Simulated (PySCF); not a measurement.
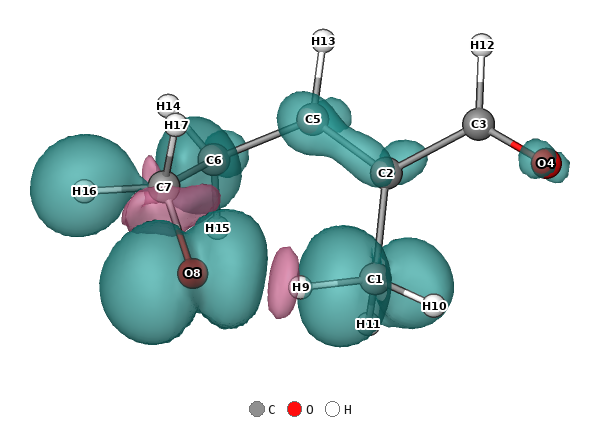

Figure. C$_{6}$H$_{9}$O$_{2}$ (SMILES C/C(C=O)=C\CC[O]) (doublet). Isosurfaces of the spin density at +0.015 (teal) and −0.015 e/Å³ (pink), seen at a tilt.

Geometry: GFN2-xTB.

Method: UKS B3LYP, pcH-1 on C H O, non-relativistic, mean-field spin-orbit, GIAO in PySCF 2.14.0, density-fitted response routines.

| atom | x (Å) | y (Å) | z (Å) |
| --- | --- | --- | --- |
| C | -1.1393 | -0.6934 | -0.8794 |
| C | -1.0296 | 0.2554 | 0.2406 |
| C | -2.1210 | 1.2202 | 0.4454 |
| O | -3.0991 | 1.3194 | -0.2490 |
| C | 0.0664 | 0.3114 | 1.0302 |
| C | 1.2697 | -0.5156 | 0.8090 |
| C | 1.9225 | -0.0667 | -0.5600 |
| O | 1.3383 | -0.6058 | -1.6307 |
| H | -0.1409 | -0.6356 | -1.4501 |
| H | -1.9598 | -0.4410 | -1.5438 |
| H | -1.1964 | -1.7316 | -0.5592 |
| H | -1.9734 | 1.8765 | 1.3261 |
| H | 0.1197 | 1.0677 | 1.8030 |
| H | 1.9940 | -0.3806 | 1.6092 |
| H | 1.0269 | -1.5733 | 0.7024 |
| H | 2.9637 | -0.4350 | -0.5153 |
| H | 1.9513 | 1.0399 | -0.5882 |

### Which atoms carry the spin?

The unpaired spin (1 electron) lies mostly on O8 (about 0.6) and C1 (about 0.1), in electrons by Hirshfeld's partition.
